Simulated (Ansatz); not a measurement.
```xyz
18

Ge   -0.6606    0.0640   -1.1168
Ge   -1.2940    1.2448    0.9019
Ge    1.7161   -0.4156   -1.2656
Ge   -1.9487   -1.9966   -1.1141
H    -1.1308    0.9379   -2.2960
H     1.3715    2.3639    1.0534
F    -0.2222    2.6638    1.0769
H     2.0136    0.1608    2.7528
F     2.2230    1.9718    0.9866
H    -1.0675    0.4658    2.2069
H     1.7826   -0.3666    3.2296
H    -2.6921    1.8840    0.8778
H     1.8627   -1.4894   -2.3604
H     2.5010    0.8347   -1.6654
H     2.2045   -0.9881    0.0678
H    -1.7490   -2.7278   -2.4500
H    -3.4463   -1.7080   -0.9168
H    -1.4638   -2.8991    0.0315
```

The product side of a reaction path; geometry: PBE0-D4/def2-TZVP.

Method: RKS PBE0-D4/def2-TZVPP (Ansatz).

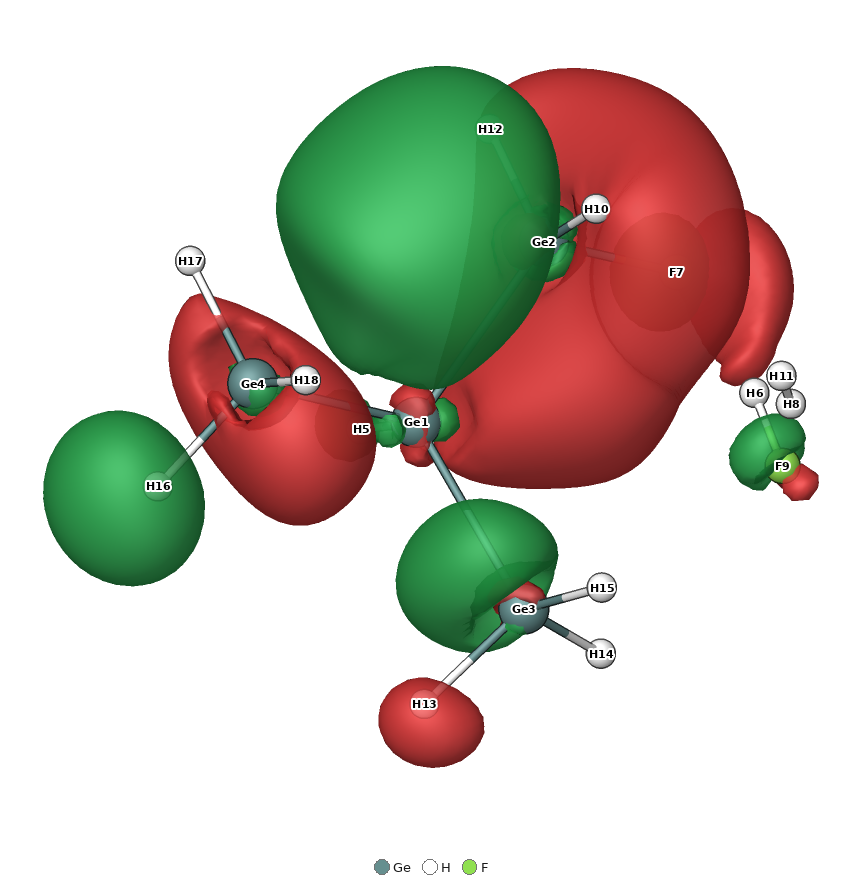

FGe$_{4}$H$_{9}$···HF···H$_{2}$. One frontier orbital at ±0.06 Å⁻³ᐟ² (green and red are the two phases), seen across its widest extent.

Which orbital is it: HOMO or LUMO?

The LUMO, at −1.18 eV. It lies mainly on Ge2 (about 40 %), Ge1 (about 15 %), Ge4 (about 10 %) and F7 (about 10 %).
